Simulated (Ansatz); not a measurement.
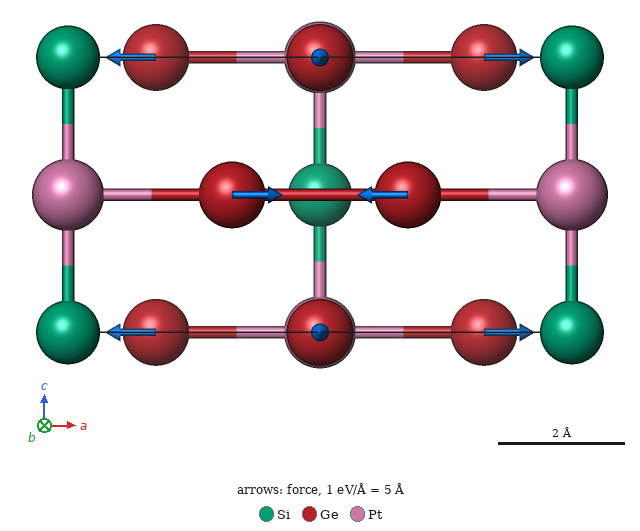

Starting geometry of solid SiGe$_{4}$Pt (a generated structure, set up in I4/mmm) with the computed forces as blue arrows. The picture is a ball-and-stick view of the conventional cell (2 times the calculation's cell), seen along the b axis. Lengths and directions refer to the drawn axes.

All numbers below come from Ansatz 0.2.0, DFT PBE, scalar-relativistic, plane waves, PAW. Set-up: plane-wave cutoff 420 eV; k-point mesh 10 × 10 × 10; occupations gaussian; smearing width 0.1 eV; no spin polarisation; cell and atoms relaxed; force threshold 0.01 eV/Å; at most 80 steps.

Is this structure relaxed? If not, where do the atoms go?

It isn't relaxed: the largest force vector, on Ge atoms, is 0.16 eV/Å. The atoms end up moving mostly along the starting forces (cosine between the two patterns 1.00). The energy falls by 6.4 meV per atom in 6 accepted moves (7 points after the start). The largest force component goes from 0.16 to 0.0012 eV/Å. The pressure goes from 0.46 to 0.01 GPa. The SCF was repeated once at an unchanged geometry on a basis and grid sized afresh for the cell, which shifted the energy by less than 0.05 meV per atom at most. The largest moves relative to the cell, 0.043 Å, are those of Ge atoms. Si and Pt stay in place. Cell: a = b 8.016 → 7.856 Å (−2.0 %), c 4.374 → 4.497 Å (+2.8 %). Volume −1.2 %. Some distances before and after: Ge–Ge 2.800 → 2.658 Å, Pt–Si 2.187 → 2.249 Å, Ge–Pt 2.608 → 2.599 Å. The space group stays I4/mmm (No. 139). The run took 2.6 min on 1 thread of Intel(R) Xeon(R) 6975P-C (Granite Rapids) (shared host), peak memory 0.81 GiB.
